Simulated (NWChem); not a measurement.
# B3LYP/SBKJC-VDZ (core potential) run of CBr2Cl2 (dibromodichloromethane)

What is the electronic atomisation energy of CBr2Cl2 (dibromodichloromethane) at B3LYP/SBKJC-VDZ (core potential)? 

The calculation is run with NWChem 7.3.0.

## (1) The structure to begin with

The species is CBr2Cl2 (5 atoms), meant as a singlet with charge 0. SMILES: `ClC(Cl)(Br)Br`. Geometry: relaxed at PBE0-D4/def2-TZVP.

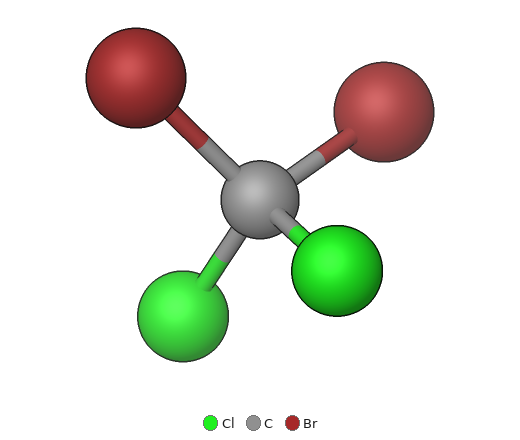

The structure, seen from a chosen angle (chlorine green, carbon grey, bromine red).

## (2) The energy at B3LYP/SBKJC-VDZ (core potential) (run 1)

Contents of cbr2cl2.nw:

```
start cbr2cl2
title "CBr2Cl2"
memory total 2200 mb
charge 0

geometry units angstrom noautosym nocenter noautoz
  Cl    0.575900   -0.931900    1.411700
  C    -0.009600   -0.014800    0.034300
  Cl   -1.436900    0.900100    0.488900
  Br   -0.454900   -1.231600   -1.410000
  Br    1.375400    1.204500   -0.566200
end

basis spherical bse
  * library SBKJC-VDZ
end

ecp bse
  Cl library SBKJC-VDZ
  C library SBKJC-VDZ
  Br library SBKJC-VDZ
end

dft
  xc b3lyp
  grid fine
  convergence energy 1e-08
  iterations 100
  mulliken
  print low
end

task dft energy
```

Command:

```console
$ nwchem cbr2cl2.nw > cbr2cl2.out
```

What it wrote:

```text
[...]
 d= 0,ls=0.0,diis     1    -61.8869314199 -1.46D+02  8.54D-02  1.53D+00     1.2
[...]
 d= 0,ls=0.0,diis     8    -62.1496889201  1.00D-09  2.38D-06  1.09D-08     6.7
         Total DFT energy =      -62.149688920077
      One electron energy =     -267.504781921903
           Coulomb energy =      134.304255108252
    Exchange-Corr. energy =      -12.682084099866
 Nuclear repulsion energy =       83.732921993440
[...]
      Total Density - Mulliken Population Analysis
     ---------------------------------------------
    Atom       Charge   Shell Charges
 -----------   ------   -------------------------------------------------------
    1 Cl   7     6.83   1.52  3.77  0.44  1.09
    2 C    4     4.82   1.17  2.45  0.32  0.88
    3 Cl   7     6.83   1.52  3.77  0.44  1.09
    4 Br   7     6.76   1.77  4.04  0.20  0.75
    5 Br   7     6.76   1.77  4.04  0.20  0.75
[...]
```

It took 7.5 s on 1 thread of Intel Xeon Platinum 8375C at 2.90GHz (Ice Lake), shared host; peak memory 0.12 GiB.

## (3) The Br atom (run 2)

Contents of job.nw:

```
start job
memory 2200 mb
geometry units bohr noautosym nocenter noautoz
Br  0.00000000  0.00000000  0.00000000
end
basis spherical bse
Br library SBKJC-VDZ
end
ecp bse
Br library SBKJC-VDZ
end
dft
xc b3lyp
mult 2
grid fine
convergence energy 1e-08
iterations 100
mulliken
print low
end
task dft energy
```

Run the same way, it converges to -13.34207 Eh (log not shown).

## (4) The C atom, same level (run 3)

Contents of c.nw:

```
START c
TITLE "C"
memory 2200 mb
GEOMETRY units angstroms noautosym nocenter noautoz
C        0.000000       0.000000       0.000000
END
BASIS "ao basis" spherical bse
* library SBKJC-VDZ
END
ECP bse
C library SBKJC-VDZ
END
DFT
xc b3lyp
mult 3
grid fine
convergence energy 1e-08
maxiter 100
mulliken
print low
END
TASK dft energy
```

Run the same way, it converges to -5.40606 Eh (log not shown).

## (5) The Cl atom at the same level (run 4)

Contents of cl.nw:

```
start cl
title "Cl B3LYP"
memory total 2200 mb
geometry noautosym nocenter noautoz
 Cl    0.000000    0.000000    0.000000
end
basis spherical bse
 * library SBKJC-VDZ
end
ecp bse
 Cl library SBKJC-VDZ
end
dft
 xc b3lyp
 mult 2
 grid fine
 convergence energy 1e-08
 maxiter 100
 mulliken
 print low
end
task dft energy
```

Run the same way, it converges to -14.86541 Eh (log not shown).

## (6) All runs side by side

```
run                              level  partner  energy (Eh)  wall time
  1   B3LYP/SBKJC-VDZ (core potential)     base   -62.149689      7.5 s
  2  UB3LYP/SBKJC-VDZ (core potential)    atoms   -13.342072      1.1 s
  3  UB3LYP/SBKJC-VDZ (core potential)    atoms    -5.406061      1.9 s
  4  UB3LYP/SBKJC-VDZ (core potential)    atoms   -14.865412        1 s
```

## (7) Summary of results

Level: B3LYP/SBKJC-VDZ (core potential).

| quantity | value |
| --- | --- |
| Cl atom: total energy | -14.86541 Eh |
| Cl atom: ⟨S²⟩ | 0.750 |
| electronic atomisation energy | 8.943 eV |

What this shows: Taking the molecule apart into free atoms costs 8.94 eV (863 kJ/mol), before zero-point energy and without spin-orbit coupling. The basis has no polarisation functions, which makes bonds too weak. All runs together took 11 s, the longest 7.5 s.
